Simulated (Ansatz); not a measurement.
Input file:

```
crystal:
  periodic: [false, false, false]
  atoms:
    - {symbol: S, position_ang: [0.267324, 0.376967, 0.015882]}
    - {symbol: S, position_ang: [-1.648516, 0.840752, 0.232674]}
    - {symbol: H, position_ang: [0.473146, -0.308655, -1.196253]}
    - {symbol: H, position_ang: [0.556206, -0.836720, 0.667961]}
basis:
  gaussian:
    orbitals: def2-TZVPD
hamiltonian:
  xc: pbe0
output: {forces: true, orbitals: {seedname: orbitals}}
```

Command:

```sh
ansatz run input.yaml --threads 1 --pin off --max-ram 2610MiB --events-out events.jsonl --progress --plain --runs-dir runs
```

Geometry: PBE-D3(BJ)/def2-SVP.

Theory: isolated molecule in a Gaussian basis; Kohn-Sham density functional theory, functional PBE0 (Ansatz).

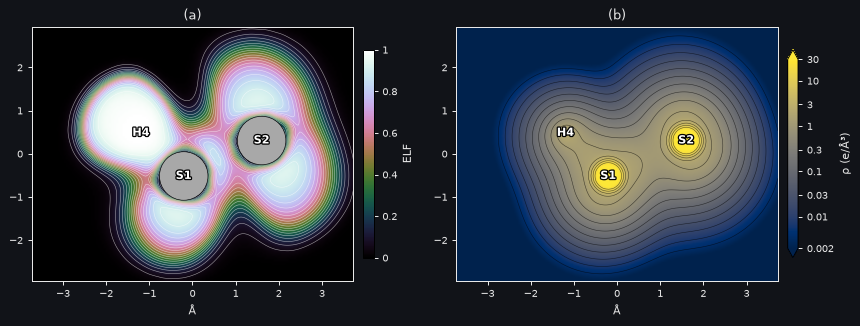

H₂S₂. (a) ELF; (b) total electron density on the plane of atoms S2, S1 and H4. Grey discs cover the atomic cores in the ELF map.

Q: What does the map show?

A:
- Atoms in the plane: S and H.
- S–S (1.98 Å): the density is about 1.1 e/Å³ at the midpoint; the ELF peaks at about 0.85 between the atoms; a covalent bond.
- S–H (1.41 Å): the density is about 1.4 e/Å³ at the midpoint; the ELF climbs to about 1 towards the hydrogen, as it does in any bond to H; a covalent bond by its length.
- The ELF also peaks beside S1 and S2, away from the bonds: lone-pair regions.
